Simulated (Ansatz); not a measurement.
# ClGe$_{2}$H$_{4}$N (SMILES [Cl]/[Ge-]=[NH+]\[GeH3]): what the fields show

Input

```
crystal:
  periodic: [false, false, false]
  atoms:
    - {symbol: Cl, position_ang: [-1.331127, 0.739131, -0.096054]}
    - {symbol: Ge, position_ang: [-1.789971, -0.686364, -1.773285]}
    - {symbol: Ge, position_ang: [1.516224, 0.042029, -1.790964]}
    - {symbol: "N", position_ang: [-0.060866, -0.790022, -2.395608]}
    - {symbol: H, position_ang: [0.076141, -1.402606, -3.210479]}
    - {symbol: H, position_ang: [2.624884, -0.465944, -2.754280]}
    - {symbol: H, position_ang: [1.378949, 1.578721, -1.893505]}
    - {symbol: H, position_ang: [1.824546, -0.394787, -0.340070]}
basis:
  gaussian:
    orbitals: def2-TZVPD
total_charge: 0
hamiltonian:
  xc: pbe0
output: {forces: true, orbitals: {seedname: orbitals}}
```

Launched as:

```sh
ansatz run input.yaml --threads 2 --pin off --max-ram 4350MiB --events-out events.jsonl --progress --plain --runs-dir runs
```

Geometry: PBE-D3(BJ)/def2-SVP.

Theory: isolated molecule in a Gaussian basis; Kohn-Sham density functional theory, functional PBE0 in Ansatz 0.2.0.

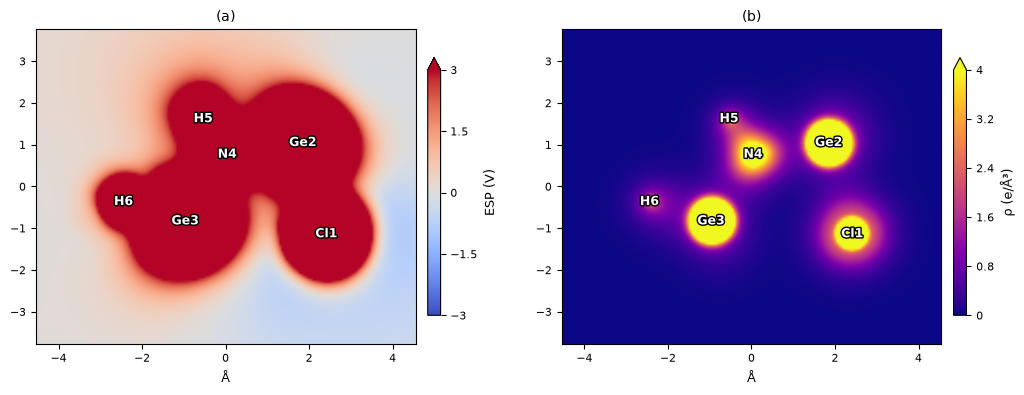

Figure 1. (a) molecular electrostatic potential; (b) electron density on the plane of atoms Ge2, N4 and H5.

### Interpret the plot.

The plane passes through Cl, Ge, N and H nuclei. Ge–N (1.84 Å): ρ at the midpoint is about 0.94 e/Å³. Ge–Cl (2.25 Å): ρ at the midpoint is about 0.65 e/Å³. N–H (1.03 Å): ρ is about 2.7 e/Å³ halfway. Ge–N (1.88 Å): the density is about 0.87 e/Å³ at the midpoint. Ge–H (1.55 Å): ρ at the midpoint is about 1 e/Å³. Outside the dense part of the molecule the potential is most negative (−0.8 V) near Cl1.

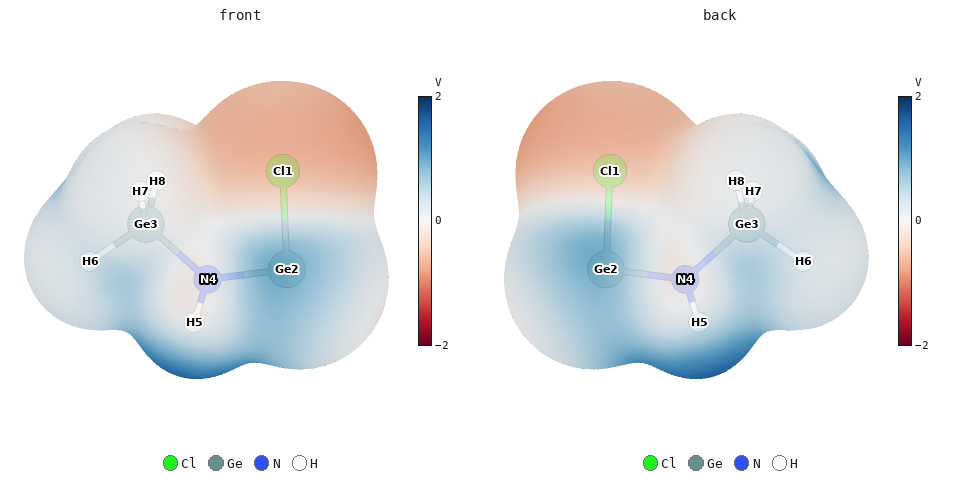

Figure 2. The molecular electrostatic potential painted on the density surface at 0.001 e/bohr³, seen from the front and from behind; red is negative and blue positive.

### Which sites attract a positive test charge, and which a negative one?

A positive charge is drawn to the negative regions and a negative charge to the positive ones. The most negative region (about −0.8 V) lies over Cl1, the most positive (about +1.6 V) over H5.

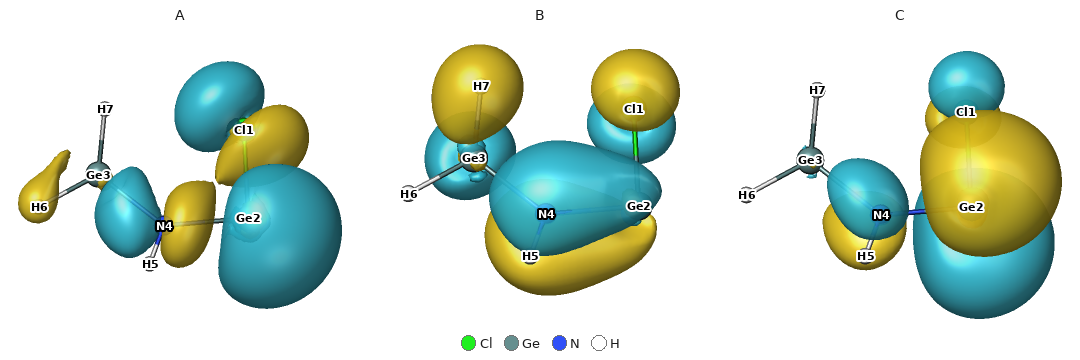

Figure 3. Three frontier orbitals at ±0.08 Å⁻³ᐟ² (yellow and cyan are the two phases), in no order.

### Order the three orbitals by energy and name them.

B is the HOMO−1 (−7.95 eV). By Hirshfeld shares it lies mainly on N4 (about 50 %), Ge2 (about 15 %), Ge3 (about 10 %) and Cl1 (about 10 %). A is the HOMO (−7.56 eV). Its weight (Hirshfeld) is mainly on Ge2 (about 55 %), Cl1 (about 25 %) and N4 (about 15 %). C is the LUMO (−2.05 eV). By Hirshfeld shares it lies mainly on Ge2 (about 75 %), N4 (about 10 %) and Cl1 (about 10 %).

### What is the HOMO–LUMO gap?

5.51 eV between the orbital energies.
